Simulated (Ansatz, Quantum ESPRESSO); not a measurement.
# Charging H-GaAs-H chair, 1 layer, part 4 of 5

Aim: potential against charge for H-GaAs-H chair, 1 layer facing a metal electrode, and the capacitance that follows.

Quantum ESPRESSO 7.5; plane-wave DFT, PBE, GBRV ultrasoft pseudopotentials; geometry by Ansatz 0.2.0 with PAW datasets.

So far. Step 8 (SCF with pw.x: charge 0.0822 e): The electrode's potential over the Fermi level goes from 9.202 to 12.497 eV, the far face's from 4.814 to 4.939 eV. Step 8 (SCF with pw.x: charge 0.0822 e): Gauss's law asks for a slope of 180.95 q/A = 1.032 eV/Å in the gap; the run gives 1.025.

## Step 10: SCF with pw.x: between two electrodes with a field of 0.002 Ry/bohr

bc2 puts electrodes at both ends of the cell; esm_efield times the cell length sets the bias between them, and the slab stays neutral.

Input file bc2.in:

```
&control
  prefix = 'bc2'
  outdir = './out'
  pseudo_dir = './pseudo'
  calculation = 'scf'
  tprnfor = .true.
/
&system
  ibrav = 0
  nat = 4
  ntyp = 3
  ecutwfc = 40
  ecutrho = 200
  occupations = 'smearing'
  smearing = 'fd'
  degauss = 0.004
  assume_isolated = 'esm'
  esm_bc = 'bc2'
  esm_efield = 0.002
/
&electrons
  conv_thr = 1e-07
  mixing_beta = 0.4
  electron_maxstep = 120
  mixing_mode = 'local-TF'
/
ATOMIC_SPECIES
  H   1.0080  h_pbe_v1.4.uspp.F.UPF
  As  74.9216  as_pbe_v1.uspp.F.UPF
  Ga  69.7230  ga_pbe_v1.4.uspp.F.UPF
CELL_PARAMETERS angstrom
  4.07908343599860 0.00000000000000 -0.00000000000000
  -2.03954171799930 3.53258987973110 0.00000000000000
  -0.00000000000000 -0.00000000000000 19.83333333330000
ATOMIC_POSITIONS crystal
  H   0.666666666667 0.333333333333 -0.097495991886
  As  0.666666666667 0.333333333333 -0.020838914220
  Ga  0.333333333333 0.666666666667 0.018740531609
  H   0.333333333333 0.666666666667 0.097495991886
K_POINTS automatic
  24 24 1 0 0 0
```

On the command line:

```sh
$ OMP_NUM_THREADS=1 mpirun -n 4 pw.x -nk 4 -in bc2.in > bc2.out
```

Output:

```text
[banner, memory and clock lines left out]
Program PWSCF v.7.5 starts
[citation notice left out]

[...]
Message from routine setup:
[...]
bravais-lattice index     =            0
     lattice parameter (alat)  =       7.7084  a.u.
     unit-cell volume          =    1928.6265 (a.u.)^3
     number of atoms/cell      =            4
     number of atomic types    =            3
     number of electrons       =        26.00
     number of Kohn-Sham states=           17
     kinetic-energy cutoff     =      40.0000  Ry
     charge density cutoff     =     200.0000  Ry
     scf convergence threshold =      1.0E-07
     mixing beta               =       0.4000
     number of iterations used =            8  local-TF  mixing
     Exchange-correlation=  SLA  PW   PBX  PBC
                           (   1   4   3   4   0   0   0)

     Effective Screening Medium Method
     Boundary Conditions: Metal-Slab-Metal
     total charge in unit cell        =   0.0000
     field strength                   =   0.0020 Ry/a.u.
     grid points for fit at edges     =        4

[...]
PseudoPot. # 1 for H  read from file:
     ./pseudo/h_pbe_v1.4.uspp.F.UPF
     Pseudo is Ultrasoft, Zval =  1.0
     Generated by new atomic code, or converted to UPF format
     Using radial grid of  615 points,  2 beta functions with:
                l(1) =   0
                l(2) =   0
     Q(r) pseudized with  8 coefficients,  rinner =    0.700

     PseudoPot. # 2 for As read from file:
     ./pseudo/as_pbe_v1.uspp.F.UPF
     Pseudo is Ultrasoft + core correction, Zval =  5.0
     Generated by new atomic code, or converted to UPF format
     Using radial grid of  875 points,  6 beta functions with:
                l(1) =   0
                l(2) =   0
                l(3) =   1
                l(4) =   1
                l(5) =   2
                l(6) =   2
     Q(r) pseudized with  8 coefficients,  rinner =    1.300   1.300   1.300
                                                       1.300   1.300

     PseudoPot. # 3 for Ga read from file:
     ./pseudo/ga_pbe_v1.4.uspp.F.UPF
     Pseudo is Ultrasoft + core correction, Zval = 19.0
     Generated by new atomic code, or converted to UPF format
     Using radial grid of  871 points,  6 beta functions with:
                l(1) =   0
                l(2) =   0
                l(3) =   1
                l(4) =   1
                l(5) =   2
                l(6) =   2
     Q(r) pseudized with  8 coefficients,  rinner =    1.250   1.250   1.250
                                                       1.250   1.250

     atomic species   valence    mass     pseudopotential
     H                 1.00     1.00800     H ( 1.00)
     As                5.00    74.92160     As( 1.00)
     Ga               19.00    69.72300     Ga( 1.00)

      6 Sym. Ops. (no inversion) found

[...]
number of k points=    61  Fermi-Dirac smearing, width (Ry)=  0.0040
[...]
Dense  grid:    92167 G-vectors     FFT dimensions: (  36,  36, 180)

     Smooth grid:    65923 G-vectors     FFT dimensions: (  32,  32, 160)

     Initial potential from superposition of free atoms

     starting charge      24.9997, renormalised to      26.0000

     negative rho (up, down):  2.221E-03 0.000E+00
     Starting wfcs are   18 randomized atomic wfcs

     per-process dynamical memory:    95.0 Mb

     Self-consistent Calculation

     iteration #  1     ecut=    40.00 Ry     beta= 0.40
     Davidson diagonalization with overlap
     ethr =  1.00E-02,  avg # of iterations =  6.6

     negative rho (up, down):  2.582E-03 0.000E+00

     total energy              =    -458.10829236 Ry
     estimated scf accuracy    <       3.17847562 Ry

     iteration #  2     ecut=    40.00 Ry     beta= 0.40
[...]
negative rho (up, down):  1.244E-02 0.000E+00

[...]
total energy              =    -457.71779855 Ry
     estimated scf accuracy    <       1.11905457 Ry

     iteration #  3     ecut=    40.00 Ry     beta= 0.40
[...]
negative rho (up, down):  3.115E-02 0.000E+00

[...]
total energy              =    -457.84183378 Ry
     estimated scf accuracy    <       0.14220303 Ry

     iteration #  4     ecut=    40.00 Ry     beta= 0.40
[...]
negative rho (up, down):  2.825E-02 0.000E+00

[...]
total energy              =    -457.92722549 Ry
     estimated scf accuracy    <       0.06235057 Ry

     iteration #  5     ecut=    40.00 Ry     beta= 0.40
[...]
c_bands:  1 eigenvalues not converged
[...]
negative rho (up, down):  2.815E-02 0.000E+00

[...]
total energy              =    -457.94292396 Ry
     estimated scf accuracy    <       0.00820569 Ry

     iteration #  6     ecut=    40.00 Ry     beta= 0.40
[...]
c_bands:  1 eigenvalues not converged
     c_bands:  1 eigenvalues not converged
     c_bands:  3 eigenvalues not converged
     c_bands:  3 eigenvalues not converged
     c_bands:  2 eigenvalues not converged
     c_bands:  3 eigenvalues not converged
     c_bands:  1 eigenvalues not converged
     c_bands:  1 eigenvalues not converged
     c_bands:  1 eigenvalues not converged
     c_bands:  3 eigenvalues not converged
[...]
negative rho (up, down):  2.321E-02 0.000E+00

[...]
total energy              =    -457.94986641 Ry
     estimated scf accuracy    <       0.00315498 Ry

[...]
iteration # 17     ecut=    40.00 Ry     beta= 0.40
[...]
c_bands:  1 eigenvalues not converged
     c_bands:  1 eigenvalues not converged
[...]
negative rho (up, down):  5.161E-04 0.000E+00

[...]
total energy              =    -457.94979272 Ry
     estimated scf accuracy    <       0.00000016 Ry

     iteration # 18     ecut=    40.00 Ry     beta= 0.40
[...]
c_bands:  1 eigenvalues not converged
     c_bands:  1 eigenvalues not converged
     c_bands:  1 eigenvalues not converged
     c_bands:  1 eigenvalues not converged
     c_bands:  1 eigenvalues not converged
[...]
negative rho (up, down):  5.236E-04 0.000E+00

[...]
total energy              =    -457.94979239 Ry
     estimated scf accuracy    <       0.00000051 Ry

     iteration # 19     ecut=    40.00 Ry     beta= 0.40
[...]
c_bands:  1 eigenvalues not converged
[...]
negative rho (up, down):  4.953E-04 0.000E+00

[...]
total energy              =    -457.94979402 Ry
     estimated scf accuracy    <       0.00000029 Ry

     iteration # 20     ecut=    40.00 Ry     beta= 0.40
[...]
negative rho (up, down):  4.797E-04 0.000E+00

[...]
End of self-consistent calculation

          k = 0.0000 0.0000 0.0000 (  8277 PWs)   bands (ev):

   -98.2378 -98.2378 -98.1641 -18.6809 -18.6497 -18.6497 -18.5376 -18.5376
   -16.2534 -10.4811  -6.9282  -4.8138  -4.8138  -3.1466  -0.8588   0.2157
     0.2160

          k = 0.0000 0.0481 0.0000 (  8255 PWs)   bands (ev):

   -98.2378 -98.2378 -98.1641 -18.6816 -18.6494 -18.6491 -18.5380 -18.5377
   -16.2393 -10.4770  -6.9372  -5.0106  -4.8446  -2.9471  -0.8539   0.0465
     0.2732

[...]
the Fermi energy is    -3.9284 ev

!    total energy              =    -457.94979631 Ry
     estimated scf accuracy    <       0.00000001 Ry
     smearing contrib. (-TS)   =      -0.00000000 Ry
     internal energy E=F+TS    =    -457.94979631 Ry

     The total energy is F=E-TS. E is the sum of the following terms:
     one-electron contribution =   -3235.19923076 Ry
     hartree contribution      =    1615.77639446 Ry
     xc contribution           =     -81.44450935 Ry
     ewald contribution        =    1242.91754935 Ry

     convergence has been achieved in  20 iterations

     negative rho (up, down):  4.797E-04 0.000E+00

     Forces acting on atoms (cartesian axes, Ry/au):

     atom    1 type  1   force =     0.00000000    0.00000000   -0.00485021
     atom    2 type  2   force =     0.00000000    0.00000000    0.00457580
     atom    3 type  3   force =     0.00000000    0.00000000   -0.00099096
     atom    4 type  1   force =     0.00000000    0.00000000    0.00116162

     Total force =     0.006841     Total SCF correction =     0.000029

[...]
```

Wall time 1.9 min (4 MPI ranks of Arm Neoverse V2, shared host); peak memory 0.75 GiB.

Numbers from this step:

```
Fermi energy                                                   : -3.928 eV
slope of the potential below                                   : -0.1410 eV/Å
vacuum line at the lower end of the cell, over the Fermi level : 4.949 eV
slope of the potential above                                   : -0.1410 eV/Å
vacuum line at the upper end of the cell, over the Fermi level : 3.928 eV
```

Electrostatic potential energy of an electron; zero at the Fermi level, which the smearing puts inside the gap. The potential energy, planar mean by z:

| z (Å) | potential energy, planar mean (eV) |
| --- | --- |
| -9 | 4.82 |
| -8 | 4.68 |
| -7 | 4.54 |
| -6 | 4.40 |
| -5 | 4.26 |
| -4 | 4.11 |
| -3 | 3.89 |
| -2 | 2.28 |
| -1 | 0.561 |
| 0 | 0.418 |
| 1 | -1.11 |
| 2 | 3.11 |
| 3 | 4.78 |
| 4 | 4.76 |
| 5 | 4.62 |
| 6 | 4.48 |
| 7 | 4.34 |
| 8 | 4.20 |
| 9 | 4.06 |

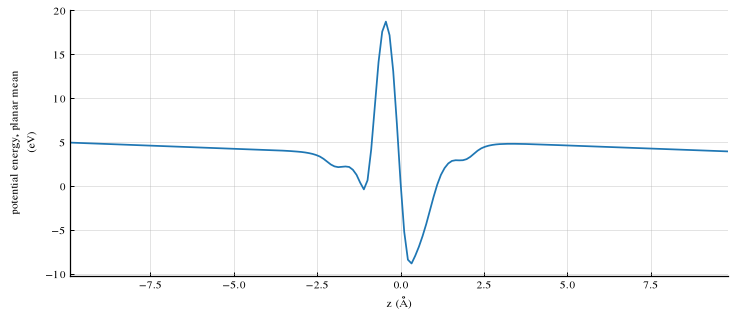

Potential energy, planar mean against z.

The set field of 0.051 V/Å over 19.8 Å is a bias of 1.02 V; the two ends of the cell differ by 1.02 eV. The slope in the vacuum is 0.141 eV/Å in size, more than the set field: the sheet's own dipole step, 1.24 eV at zero charge, adds to what the vacuum must drop, and the slab carries little of it.

(Continued in part 5 of 5.)

[Logs are printed without paths, hosts, clocks, repeated set-up lines and the standing remarks that a program may print on its own settings, such as how far it seeks lower states.]

[Hosts, paths, dates, database ids (printed as entryN), source tags and the programs' standing remarks are cut or masked in the printed files.]

[Maps of the electrostatic potential energy from Ansatz leave out the sawtooth potential of an applied field or a dipole correction, so their vacuum need not be flat; planar profiles and work functions include it.]
